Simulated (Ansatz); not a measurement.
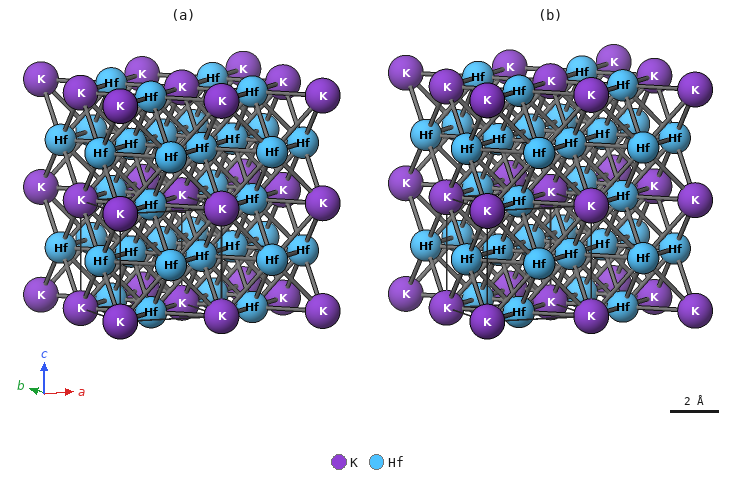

The structure of a crystal of KHf3 (built on the Cu3Au (L1_2)_221 type) (coarse preliminary run) before (left) and after (right) a relaxation, at one scale.

Style: ball-and-stick. Shown: the cell of the calculation, repeated 2 × 2 × 2 with one cell outlined, slightly off an axis.

Case: Cu3Au (L1_2) type (Pm-3m, No. 221).

Method: Ansatz 0.2.0, DFT PBE, scalar-relativistic, plane waves, PAW. Settings: plane-wave cutoff 420 eV; k-point mesh 4 × 4 × 4; occupations gaussian; smearing width 0.1 eV; no spin polarisation; cell and atoms relaxed; force threshold 0.04 eV/Å; at most 70 steps.

**What changed between the two?**

No atom moves by more than 0.005 Å relative to the cell. Cell: a = b = c 4.534 → 4.655 Å (+2.7 %). Volume +8.3 %. Some distances before and after: Hf–K 3.206 → 3.292 Å, Hf–Hf 3.206 → 3.292 Å. The space group stays Pm-3m (No. 221). Over 2 accepted moves (3 points after the start) the energy falls by 0.113 eV per cell of the calculation. All forces vanish by symmetry, so only the cell relaxes. The pressure goes from 5.30 to −0.29 GPa. At 1 point the geometry stayed and the basis and grid were re-selected for the new cell (energy shift of 1.2 meV per cell of the calculation at most each time).
